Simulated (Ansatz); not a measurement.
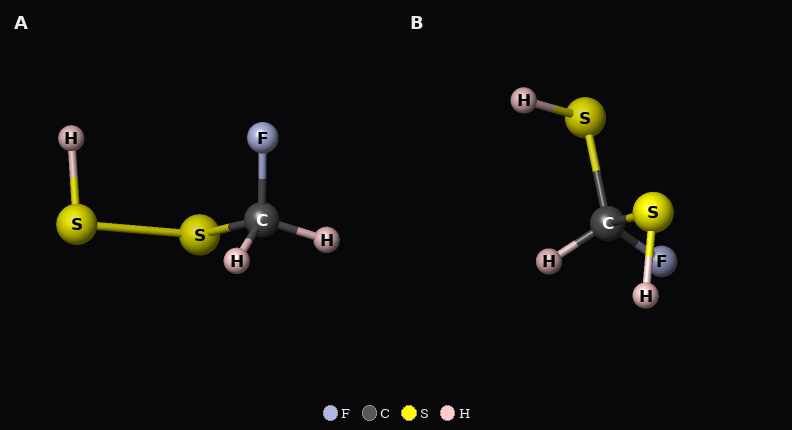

2 stationary structures of one formula. Geometries: PBE-D4/def2-SVP. Electronic energies: PBE-D4/def2-SVP (Ansatz 0.2.0), without zero-point energy. No frequency run is at hand to confirm each as a minimum. Each is one conformer, not always the lowest.

Are they conformers, stereoisomers or constitutional isomers?

They are constitutional isomers of CH3FS2: A `FCSS`, B `FC(S)S`.

Which structure is the most stable?

A is lowest (C1); B lies 0.237 eV above it (C1).
